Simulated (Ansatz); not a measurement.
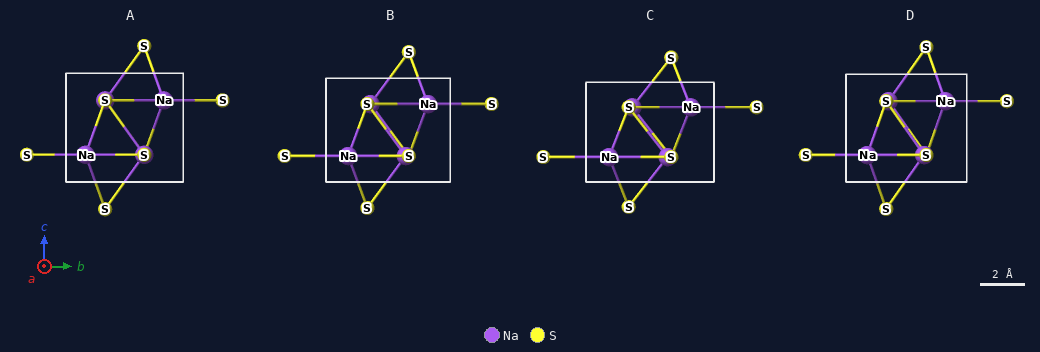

4 geometries from one relaxation of crystalline Na3S (built on the Ni3Sn (D0_19)_194 type) (coarse preliminary run), in shuffled order. Style: ball-and-stick. Shown: the cell of the calculation, along the a axis.

Case: Ni3Sn (D0_19) type (P6_3/mmc, No. 194).

Computed with DFT PBE, scalar-relativistic, plane waves, PAW in Ansatz. Settings: plane-wave cutoff 420 eV; k-point mesh 3 × 3 × 4; occupations gaussian; smearing width 0.1 eV; no spin polarisation; cell and atoms relaxed; force threshold 0.04 eV/Å; at most 70 steps.

Order the frames from highest to lowest energy.

A, D, B, C. They are steps 0, 1, 2, 4, at +0.438 eV per cell of the calculation, +0.167 eV per cell of the calculation, +49.4 meV per cell of the calculation relative to the last. The largest moves relative to the cell, 0.16 Å, are those of Na atoms. S stays in place. Cell: a = b 6.238 → 6.798 Å (+9.0 %), c 5.007 → 4.582 Å (−8.5 %). Volume +8.7 %. Among the contacts that change: Na–Na 3.125 → 3.691 Å, Na–S 3.119 → 3.403 Å, Na–S 3.082 → 2.910 Å, Na–Na 3.086 → 3.129 Å. Among the angles between lasting bonds that change: S–Na–S 108.7° → 103.9°, Na–S–Na 108.7° → 103.9°, Na–S–Na 60.7° → 64.5°. The space group stays P6_3/mmc (No. 194). The energy falls by 0.438 eV per cell of the calculation in 3 accepted moves (4 points after the start). Largest force component: 0.48 eV/Å at the start, 0.00026 eV/Å at the end. The pressure goes from 1.78 to 0.35 GPa. At 1 point the geometry stayed and the basis and grid were re-selected for the new cell (energy shift of 3.5 meV per cell of the calculation at most each time). The run took 18 s on 1 thread of Arm Neoverse V2, with other jobs on the host, peak memory 0.4 GiB.
